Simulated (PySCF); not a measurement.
SMILES [O](C)[Be][SH] (CH4BeOS), CAM-B3LYP/def2-SVP optimised geometry. Atoms within 1.6 Å of the plane z = 0.0 Å (x, y, z in Å): Be1 (-0.59, 0.18, 0.00), O2 (0.80, 0.18, 0.00), C3 (2.18, 0.19, -0.02), H4 (2.55, 0.84, -0.84), H5 (2.58, 0.57, 0.93), H6 (2.58, -0.82, -0.18), S7 (-2.49, 0.20, 0.01), H8 (-2.58, -0.84, -0.84).

Computed with CAM-B3LYP/def2-TZVP (PySCF 2.14.0). Cells within 0.4 Å of a nucleus heavier than hydrogen are left out (blank, or x).

Map of the electron localisation function on the plane z = 0.0 Å:

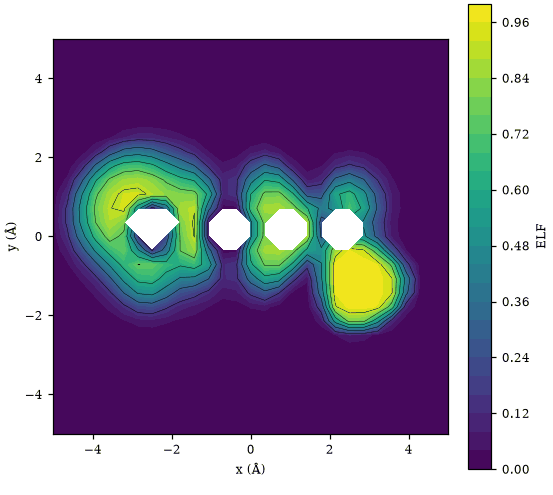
Electron localisation function on the plane z = 0.0 Å.
